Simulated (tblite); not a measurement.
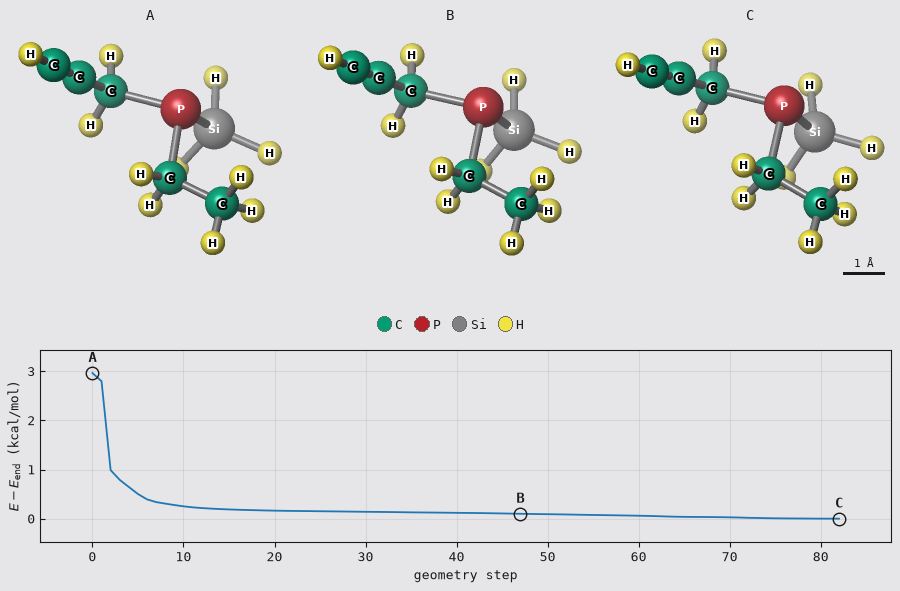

Frames of a relaxation of C5H11PSi, marked on the history of the run. A ball-and-stick model, seen from a free direction.

Theory: tblite 0.8.0, GFN2-xTB geometry optimisation, gas phase. 

> Describe the path.

After 82 geometry steps the energy has fallen by 2.96 kcal/mol. An H atom moves most after the best rigid fit: 0.28 Å. By element the largest moves are H 0.28 Å, C 0.16 Å, P 0.12 Å, Si 0.08 Å. Some distances before and after: C–P 1.834 → 1.879 Å, C–C 1.478 → 1.443 Å, P–Si 2.214 → 2.242 Å, H–Si 1.486 → 1.461 Å. Bond angles that change, for instance: P–Si–H 107.2° → 113.7°, C–P–C 101.0° → 97.3°, P–C–H 110.7° → 107.5°. From step 0 to 47: an H atom moves most (0.14 Å), energy −2.86 kcal/mol. From step 47 to 82: an H atom moves most (0.23 Å), energy −0.10 kcal/mol.

```csv
step,"E − E(0), kcal/mol"
0,0.00
1,-0.17
2,-1.98
3,-2.18
4,-2.32
5,-2.46
6,-2.57
7,-2.63
8,-2.66
9,-2.69
10,-2.71
14,-2.77
18,-2.79
21,-2.80
25,-2.81
29,-2.82
33,-2.83
37,-2.84
40,-2.85
44,-2.85
48,-2.87
52,-2.88
55,-2.89
59,-2.90
63,-2.92
67,-2.93
71,-2.94
74,-2.95
78,-2.96
82,-2.96
```
